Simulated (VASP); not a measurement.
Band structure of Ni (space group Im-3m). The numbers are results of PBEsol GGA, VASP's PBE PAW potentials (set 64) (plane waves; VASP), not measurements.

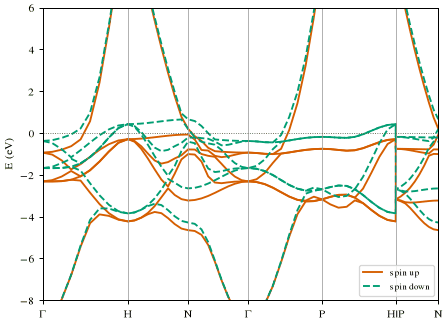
*Bands along high-symmetry lines, zero at the valence-band maximum or, without a gap, the Fermi level*

### Question
Read the plot: is there a gap, and where are the band edges?

### Answer
It has no gap at this level: it comes out as a metal or semimetal.

The structure was generated: Ni was put into an ordered model structure, which need not be its known phase. The cell was not relaxed at this level.
